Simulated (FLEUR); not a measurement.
# Magnetic state of Fe2 W6 Fe2 001 from several starts

Aim: find out whether Fe2 W6 Fe2 001 carries moments, and which collinear order costs least.

Program: FLEUR MaX-R8.1. Level of theory: PBE; all-electron FLAPW film, Dirac cores, scalar-relativistic bands. Results are calculated unless marked as measured.

### 1. The starting structure

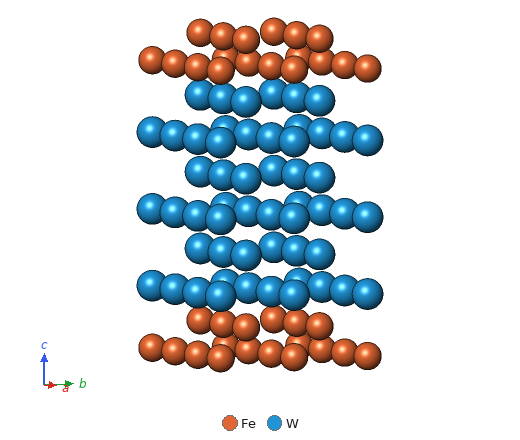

The cell as given, from the side, with the c axis up (iron orange, tungsten blue). 3×2×1 cells are drawn. Some periodic images of atoms are drawn too.

The cell holds 10 atoms: 4 Fe and 6 W. Its edges and angles: a = 3.165 Å, b = 3.165 Å, c = 25.028 Å, α = 90.0°, β = 90.0°, γ = 90.0°. Ideal sites on the substrate's mesh, layer spacings from atomic volumes, unrelaxed. Vacuum lies along c.

As a file:

```cif
data_structure
_symmetry_space_group_name_H-M 'P 1'
_symmetry_Int_Tables_number 1
_cell_length_a 3.1650
_cell_length_b 3.1650
_cell_length_c 25.0276
_cell_angle_alpha 90.000
_cell_angle_beta 90.000
_cell_angle_gamma 90.000
_cell_volume 250.71
loop_
_atom_site_label
_atom_site_type_symbol
_atom_site_fract_x
_atom_site_fract_y
_atom_site_fract_z
_atom_site_occupancy
Fe1 Fe 0.00000 0.00000 0.23974 1
Fe2 Fe 0.50000 0.50000 0.28680 1
W3 W 0.00000 0.00000 0.34195 1
W4 W 0.50000 0.50000 0.40517 1
W5 W 0.00000 0.00000 0.46839 1
W6 W 0.50000 0.50000 0.53161 1
W7 W 0.00000 0.00000 0.59483 1
W8 W 0.50000 0.50000 0.65805 1
Fe9 Fe 0.00000 0.00000 0.71320 1
Fe10 Fe 0.50000 0.50000 0.76026 1
```

It is built of layers of Fe (space group 229) and W (space group 229).

### 2. Run 1 (ferro ++++)

The parallel start is the test of whether parallel moments hold.

inpgen writes inp.xml from crystal.txt; cutoffs, mixing, functional, smearing and local orbitals are then set in the file. The k list default-1 (kpts.xml, not shown) is a Γ-centred 20×20×1 mesh; where the ranks do not divide the number of points, some are split in two of half the weight.

inp.xml

```
<?xml version="1.0" encoding="UTF-8" standalone="no"?>
<fleurInput fleurInputVersion="0.39">
   <comment>
      Fe2W3
   </comment>
   <calculationSetup>
      <cutoffs Kmax="3.61" Gmax="10.8" GmaxXC="10.8" numbands="0"/>
      <scfLoop itmax="150" minDistance="0.00002" maxIterBroyd="15" imix="Anderson" alpha="0.03" precondParam="0.0" spinf="2.0" sdNocoIR="T"/>
      <coreElectrons ctail="T" frcor="F" kcrel="0" coretail_lmax="0"/>
      <xcFunctional name="pbe" relativisticCorrections="F"/>
      <magnetism jspins="2"/>
      <soc l_soc="F" theta="0.0" phi="0.0" spav="F"/>
      <expertModes spex="0" secvar="F"/>
      <geometryOptimization l_f="F" forcealpha="1.0" forcemix="BFGS" epsdisp="0.00001" epsforce="0.00001"/>
      <ldaU l_linMix="F" mixParam="0.05" spinf="1.0"/>
   </calculationSetup>
   <cell>
      <bzIntegration valenceElectrons="148.0" mode="hist" fermiSmearingEnergy="0.00183747">
         <kPointListSelection listName="default-1"/>
         <xi:include xmlns:xi="http://www.w3.org/2001/XInclude" href="kpts.xml"> </xi:include>
      </bzIntegration>
      <xi:include xmlns:xi="http://www.w3.org/2001/XInclude" href="sym.xml"> </xi:include>
      <filmLattice scale="1.0" dVac="29.96" dTilda="32.46">
         <bravaisMatrixFilm>
            <row-1>    5.9809831843589993     0.0000000000000000</row-1>
            <row-2>    0.0000000000000000     5.9809831843589993</row-2>
         </bravaisMatrixFilm>
         <vacuumEnergyParameters vacuum="1" spinUp="-.25" spinDown="-.25"/>
      </filmLattice>
   </cell>
   <atomSpecies>
      <species name="Iron (Fe) 2.600" element="Fe" atomicNumber="26">
         <mtSphere radius="2.27" gridPoints="751" logIncrement="0.016"/>
         <atomicCutoffs lmax="8" lnonsphr="6"/>
         <electronConfig flipSpins="F">
            <coreConfig>(1s1/2) (2s1/2) (2p1/2) (2p3/2)</coreConfig>
            <valenceConfig>(3s1/2) (3p1/2) (3p3/2) (4s1/2) (3d3/2) (3d5/2)</valenceConfig>
            <stateOccupation state="(3d3/2)" spinUp="1.3" spinDown="1.1"/>
            <stateOccupation state="(3d5/2)" spinUp="3.0" spinDown="0.6"/>
         </electronConfig>
         <energyParameters s="4" p="4" d="3" f="4"/>
         <lo type="SCLO" l="0" n="3" eDeriv="0"/>
         <lo type="SCLO" l="1" n="3" eDeriv="0"/>
      </species>
      <species name="Tungsten (W)" element="W" atomicNumber="74">
         <mtSphere radius="2.32" gridPoints="767" logIncrement="0.017"/>
         <atomicCutoffs lmax="8" lnonsphr="6"/>
         <electronConfig flipSpins="F">
            <coreConfig>(1s1/2) (2s1/2) (2p1/2) (2p3/2) (3s1/2) (3p1/2) (3p3/2) (4s1/2) (3d3/2) (3d5/2) (4p1/2) (4p3/2) (4d3/2) (4d5/2) (4f5/2) (4f7/2)</coreConfig>
            <valenceConfig>(5s1/2) (5p1/2) (5p3/2) (6s1/2) (5d3/2) (5d5/2)</valenceConfig>
            <stateOccupation state="(5d3/2)" spinUp="0.800000" spinDown="0.800000"/>
            <stateOccupation state="(5d5/2)" spinUp="1.200000" spinDown="1.200000"/>
         </electronConfig>
         <energyParameters s="6" p="6" d="5" f="5"/>
         <lo type="SCLO" l="0" n="5" eDeriv="0"/>
         <lo type="SCLO" l="1" n="5" eDeriv="0"/>
      </species>
   </atomSpecies>
   <atomGroups>
      <atomGroup species="Iron (Fe) 2.600">
         <filmPos label="                   1">-1.000/4.000 -1.000/4.000 -12.3092467733</filmPos>
         <filmPos label="                  10">1.000/4.000 1.000/4.000 12.3092467733</filmPos>
         <force calculate="T" relaxXYZ="TTT"/>
      </atomGroup>
      <atomGroup species="Iron (Fe) 2.600">
         <filmPos label="                   2">1.000/4.000 1.000/4.000 -10.0832019962</filmPos>
         <filmPos label="                   9">-1.000/4.000 -1.000/4.000 10.0832019962</filmPos>
         <force calculate="T" relaxXYZ="TTT"/>
      </atomGroup>
      <atomGroup species="Tungsten (W)">
         <filmPos label="                   3">-1.000/4.000 -1.000/4.000 -7.4751536143</filmPos>
         <filmPos label="                   8">1.000/4.000 1.000/4.000 7.4751536143</filmPos>
         <force calculate="T" relaxXYZ="TTT"/>
      </atomGroup>
      <atomGroup species="Tungsten (W)">
         <filmPos label="                   4">1.000/4.000 1.000/4.000 -4.4851016276</filmPos>
         <filmPos label="                   7">-1.000/4.000 -1.000/4.000 4.4851016276</filmPos>
         <force calculate="T" relaxXYZ="TTT"/>
      </atomGroup>
      <atomGroup species="Tungsten (W)">
         <filmPos label="                   5">-1.000/4.000 -1.000/4.000 -1.4950496410</filmPos>
         <filmPos label="                   6">1.000/4.000 1.000/4.000 1.4950496410</filmPos>
         <force calculate="T" relaxXYZ="TTT"/>
      </atomGroup>
   </atomGroups>
   <output dos="F" band="F" slice="F">
      <bandDOS minEnergy="-.5*Htr" maxEnergy="0.5*Htr" sigma="0.015" storeEVData="T"/>
      <plotting iplot="0" polar="F">
         <plot TwoD="T" vec1="  1.0  0.0  0.0" vec2="  0.0  1.0  0.0" vec3="  0.0  0.0  1.0" zero="  0.0  0.0 -0.5" file="plot"/>
      </plotting>
      <moessbauerParams electricFieldGradient="F" isomerShift="F" coreHyperfine="F" valenceHyperfine="F"/>
   </output>
</fleurInput>
```

crystal.txt

```
Fe2W3
&input film=T cartesian=F /
3.16500000000  0.00000000000  0.00000000000
0.00000000000  3.16500000000  0.00000000000
0.00000000000  0.00000000000  1.00000000000
1.8897261246
1.0 1.0 1.0

10
26 0.00000000000  0.00000000000  -12.30924677335 : 2.600
26 0.50000000000  0.50000000000  -10.08320199620 : 2.600
74 0.00000000000  0.00000000000  -7.47515361429
74 0.50000000000  0.50000000000  -4.48510162762
74 0.00000000000  0.00000000000  -1.49504964095
74 0.50000000000  0.50000000000  1.49504964095
74 0.00000000000  0.00000000000  4.48510162762
74 0.50000000000  0.50000000000  7.47515361429
26 0.00000000000  0.00000000000  10.08320199620 : 2.600
26 0.50000000000  0.50000000000  12.30924677335 : 2.600

&kpt div1=20 div2=20 div3=1 gamma=T /
```

Run with:

```sh
> OMP_NUM_THREADS=1 inpgen -f crystal.txt > inpgen.log  # inp.xml is then edited as shown
> OMP_NUM_THREADS=1 mpirun -n 4 fleur_MPI > fleur.log
```

The log of the run:

```text
Welcome to FLEUR        (www.flapw.de)
      MaX-Release 8.1          (www.max-centre.eu)

 ========== k-point set info ==========
 Selected k-point list: default-1
 k-point list type: mesh
 0 x 0 x 0
 Number of k points: 68

 ------------Calculation Setup---------------------------
 Number of MPI-tasks      :            4
 Number of PE/node        :            4
 Number of OMP-threads    :            1
 k-points in parallel     :            4
 pe's per k-point         :            1
 No of k-point loops      :           17
 Eigenvalue solver        :       lapack
 Number of basis functions:         1005
 Approximate size of matrices (H+S) per k-point:         0.015 GB
 --------------------------------------------------------
 Iteration:     1   Distance:      22.77987035 me/bohr^3
 Iteration:     2   Distance:      17.18038362 me/bohr^3
 Iteration:     3   Distance:      12.22956149 me/bohr^3
 Iteration:     4   Distance:      12.73203625 me/bohr^3
 Iteration:     5   Distance:       8.03744225 me/bohr^3
 Iteration:     6   Distance:      10.09983056 me/bohr^3
 Iteration:     7   Distance:      10.06873258 me/bohr^3
 Iteration:     8   Distance:       4.17280243 me/bohr^3
 Iteration:     9   Distance:       4.17268161 me/bohr^3
 Iteration:    10   Distance:       3.07648452 me/bohr^3
[... 33 iterations left out ...]
 Iteration:    44   Distance:       0.00017929 me/bohr^3
 Iteration:    45   Distance:       0.00014312 me/bohr^3
 Iteration:    46   Distance:       0.00011293 me/bohr^3
 Iteration:    47   Distance:       0.00009480 me/bohr^3
 Iteration:    48   Distance:       0.00007902 me/bohr^3
 Iteration:    49   Distance:       0.00007039 me/bohr^3
 Iteration:    50   Distance:       0.00002972 me/bohr^3
 Iteration:    51   Distance:       0.00002636 me/bohr^3
 Iteration:    52   Distance:       0.00002199 me/bohr^3
 Iteration:    53   Distance:       0.00000809 me/bohr^3

 ********************************************************************
 Run finished successfully
 Stop message:
   all done
 ********************************************************************

--- out.xml (last complete iteration) ---
<iteration numberForCurrentRun="   53" overallNumber="   53">
         [... left out ...]
         <bandgap value="0.0003794808" units="eV"/>
         <sumValenceSingleParticleEnergies value="-183.1776949708" units="Htr"/>
         <FermiEnergy value="-0.1387639547" units="Htr"/>
         <valenceDensity>
            <mtCharges spin="1">
               <mtCharge atomType="1" total="8.7059352" s="1.1894125" p="3.0918329" d="4.4165882" f="0.0062301"/>
               <mtCharge atomType="2" total="8.3361072" s="1.1927878" p="3.1665417" d="3.9637349" f="0.0102297"/>
               <mtCharge atomType="3" total="5.5650849" s="1.1478675" p="3.0547885" d="1.3415302" f="0.0174848"/>
               <mtCharge atomType="4" total="5.6846730" s="1.1517861" p="3.0628442" d="1.4509123" f="0.0163499"/>
               <mtCharge atomType="5" total="5.6827917" s="1.1511878" p="3.0670055" d="1.4450797" f="0.0167026"/>
            </mtCharges>
            <mtCharges spin="2">
               <mtCharge atomType="1" total="5.8908902" s="1.1709256" p="3.1020463" d="1.6104469" f="0.0060177"/>
               <mtCharge atomType="2" total="6.4981458" s="1.1837416" p="3.1770104" d="2.1253801" f="0.0097040"/>
               <mtCharge atomType="3" total="5.7743607" s="1.1559569" p="3.0681450" d="1.5300758" f="0.0173734"/>
               <mtCharge atomType="4" total="5.7168038" s="1.1522684" p="3.0688510" d="1.4756748" f="0.0170966"/>
               <mtCharge atomType="5" total="5.7071561" s="1.1524425" p="3.0683221" d="1.4661684" f="0.0173403"/>
            </mtCharges>
            <spinDependentCharge spin="1" total="78.2882499" interstitial="10.2190386" mtSpheres="67.9491840" vacuum1="0.0600136"/>
            <spinDependentCharge spin="2" total="69.7117503" interstitial="10.4357934" mtSpheres="59.1747132" vacuum1="0.0506219"/>
            <totalCharge value="148.0000002335"/>
         </valenceDensity>
         [... left out ...]
         <allElectronCharges>
            <spinDependentCharge spin="1" total="278.2882498" interstitial="10.2562494" mtSpheres="267.9119731" vacuum1="0.0600136"/>
            <spinDependentCharge spin="2" total="269.7117502" interstitial="10.4732661" mtSpheres="259.1372404" vacuum1="0.0506219"/>
            <totalCharge value="548.0000000265"/>
         </allElectronCharges>
         <magneticMomentsInMTSpheres units="muBohr">
            <globalMagMoment atomType="1" vec="0.00000   0.00000   2.81504"/>
            <localMagMoment atomType="1" vec="0.00000   0.00000   2.81504"/>
            <globalMagMoment atomType="2" vec="0.00000   0.00000   1.83796"/>
            <localMagMoment atomType="2" vec="0.00000   0.00000   1.83796"/>
            <globalMagMoment atomType="3" vec="0.00000   0.00000  -0.20917"/>
            <localMagMoment atomType="3" vec="0.00000   0.00000  -0.20917"/>
            <globalMagMoment atomType="4" vec="0.00000   0.00000  -0.03211"/>
            <localMagMoment atomType="4" vec="0.00000   0.00000  -0.03211"/>
            <globalMagMoment atomType="5" vec="0.00000   0.00000  -0.02436"/>
            <localMagMoment atomType="5" vec="0.00000   0.00000  -0.02436"/>
         </magneticMomentsInMTSpheres>
         <moessbauerParams unitsHFF="kG" unitsIS="e/bohr^3" unitsEFG="Htr/bohr^2">
         </moessbauerParams>
         <totalEnergy value="  -102087.9214895458" units="Htr">
            <sumOfEigenvalues value="   -62617.7377805434">
               <coreElectrons value="-62434.5600855726"/>
               <valenceElectrons value="-183.1776949708"/>
            </sumOfEigenvalues>
            <densityCoulombPotentialIntegral value="-174233.1180730219"/>
            <densityEffectivePotentialIntegral value="-177077.9547284994"/>
            <chargeDenXCDenIntegral value="-2176.1162348493"/>
            <FockExchangeEnergyValence value="0.0000000000"/>
            <FockExchangeEnergyCore value="0.0000000000"/>
            <atomTypeDependentContributions atomType="1">
               <electronNucleiInteractionDifferentMTs value="3036.6839647736"/>
               <MadelungTerm value="-11.3740729644"/>
            </atomTypeDependentContributions>
            <atomTypeDependentContributions atomType="2">
               <electronNucleiInteractionDifferentMTs value="3039.3736385986"/>
               <MadelungTerm value="-8.7664107628"/>
            </atomTypeDependentContributions>
            <atomTypeDependentContributions atomType="3">
               <electronNucleiInteractionDifferentMTs value="40323.7742336777"/>
               <MadelungTerm value="-62.3518055684"/>
            </atomTypeDependentContributions>
            <atomTypeDependentContributions atomType="4">
               <electronNucleiInteractionDifferentMTs value="40326.3701773545"/>
               <MadelungTerm value="-60.3448768893"/>
            </atomTypeDependentContributions>
            <atomTypeDependentContributions atomType="5">
               <electronNucleiInteractionDifferentMTs value="40325.8805331892"/>
               <MadelungTerm value="-60.5434523631"/>
            </atomTypeDependentContributions>
            <tkbTimesEntropy value="0.0027701114"/>
            <freeEnergy value="-102087.9242596572"/>
            <extrapolationTo0K value="-102087.9228746015"/>
         </totalEnergy>
         <densityConvergence units="me/bohr^3">
            <chargeDensity spin="1" distance="0.0000043062"/>
            <chargeDensity spin="2" distance="0.0000060339"/>
            <overallChargeDensity distance="0.0000080855"/>
            <spinDensity distance="0.0000066729"/>
         </densityConvergence>
      </iteration>
```

The job ended after 15 min (4 MPI ranks of Arm Neoverse V2, shared host; peak memory 0.59 GiB; 60 min of CPU time).

Spin moment in the muffin-tin sphere by atom:

```csv
atom,spin moment in the muffin-tin sphere (μB)
Fe1,2.81
Fe2,1.84
W3,-0.21
W4,-0.03
W5,-0.02
W6,-0.02
W7,-0.03
W8,-0.21
Fe9,1.84
Fe10,2.81
```

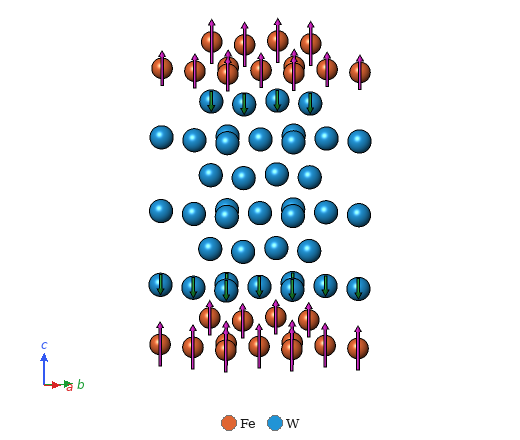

Spin moment in the muffin-tin sphere as arrows, the longest 2.81 μB. Up and down stand for the sign. Arrows give size and sign along the axis of quantisation, drawn up and down the page. Each arrow also spans its atom, so small moments look longer than they are. The two directions have two colours. 2×2×1 cells are drawn. Some periodic images of atoms are drawn too.

This step gave:

```yaml
free_energy: -2777953.9381 eV
program_s_band_gap_on_this_mesh_in_a_metal_only_a_level_spacing: 3.79e-4 eV
magnetization: 8.576 μB
final_state: ferromagnetic, with opposed induced moments
```

After 53 cycles the largest moment stands at 2.82 μB.

[end of part 1 of 2]

[Logs and program files are shortened in this print: banners, set-up blocks, solver, clock and traceback lines can be left out without a mark of their own.]

[Logs are printed without paths, hosts, clocks, repeated set-up lines and the standing remarks that a program may print on its own settings, such as how far it seeks lower states.]

[Hosts, paths, dates, database ids (printed as entryN), source tags and the programs' standing remarks are cut or masked in the printed files.]

[Where a cell is said to come from a database of computed structures, the database is the Materials Project.]
